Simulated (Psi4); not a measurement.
**CHClNSi (SMILES N#C[SiH]Cl): UPBE0/def2-SVPD (density fitting, sweep point 4)**

Aim: energy and forces of CHClNSi. 

The results are computed with Psi4 1.11.

## 1. The structure to begin with

CHClNSi: 5 atoms, total charge 0, spin state doublet. As SMILES, `N#C[SiH]Cl`. The coordinates come from a PBE0-D4/def2-TZVP relaxation.

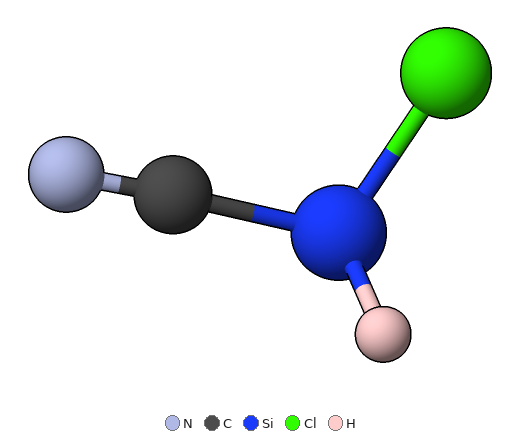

The structure, seen from a chosen angle (nitrogen light blue, carbon dark grey, silicon blue, chlorine green, hydrogen pink).

## 2. Energy and forces at UPBE0/def2-SVPD (density fitting, sweep point 4)

job.in reads:

```
memory 1600 MB

molecule system {
  0 2
  N     -1.370200     0.130500    -1.827500
  C     -0.756100     0.007500    -0.858000
  Si     0.105400    -0.310100     0.730000
  Cl     2.040100    -0.810700     0.347000
  H      0.030700     0.909000     1.567100
  symmetry c1
}

set {
  basis     def2-SVPD
  reference uks
  scf_type  df
  guess     huckel
}

energy_value = gradient("pbe0")
print_variables()
```

Started as:

```
$ psi4 -i job.in -o job.out -n 1
```

Q: Predict the results. Wanted: total energy; dipole moment; HOMO energy; LUMO energy; ⟨S²⟩; largest force on an atom.

**Answer.** As computed:

At UPBE0/def2-SVPD (density fitting, sweep point 4):

```
                          quantity          value
                      total energy  -842.45656 Eh
                     dipole moment         3.01 D
HOMO energy (highest over α and β)       -7.36 eV
 LUMO energy (lowest over α and β)       -3.75 eV
                              ⟨S²⟩          0.754
          largest force on an atom     0.871 eV/Å
```

In words: The largest force is 0.87 eV/Å: the shape isn't a stationary point for this species at this level.
